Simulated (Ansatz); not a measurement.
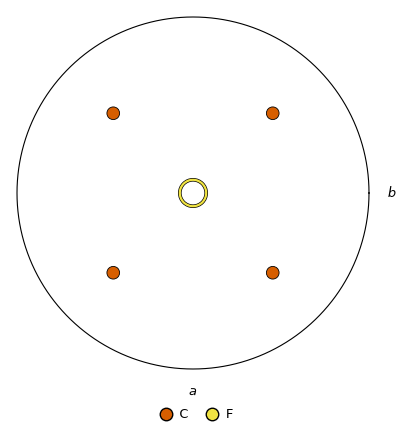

Crystal: Li4C2F, the end point of a relaxation with DFT PBE, scalar-relativistic, plane waves, PAW (Ansatz); the starting structure was generated, so it need not be a known form of this composition. Directions from one lithium atom at (0, 0, 0.711) to its bonded neighbours, in stereographic projection down c (filled: above the plane of the page or in it, open: below). All values are computed from the atomic coordinates in the standard setting (tolerance 0.002 Å).

Neighbours are counted up to 2.49 Å for C, 2.26 Å for F.

```
CELL_PARAMETERS angstrom
2.68479 0.00000 0.00000
0.00000 2.68479 0.00000
0.00000 0.00000 9.95177
ATOMIC_POSITIONS crystal
Li 0.00000 0.00000 0.71062
Li 0.50000 0.50000 0.50000
Li 0.00000 0.00000 0.28938
Li 0.50000 0.50000 0.00000
C 0.50000 0.50000 0.20162
C 0.50000 0.50000 0.79838
F 0.00000 0.00000 0.50000
```

How many neighbours are there, and at what angles?

Answer. 5: 4 C at 2.09 Å, 1 F at 2.10 Å. Angles between bonds: 80° (4×), 115° (4×), 131° (2×).

What is the site's symmetry in the crystal?

Answer. Point group 4mm (C4v), order 8: one fourfold axis, four mirror planes. In P4/mmm (No. 123) this is Wyckoff position 2g.
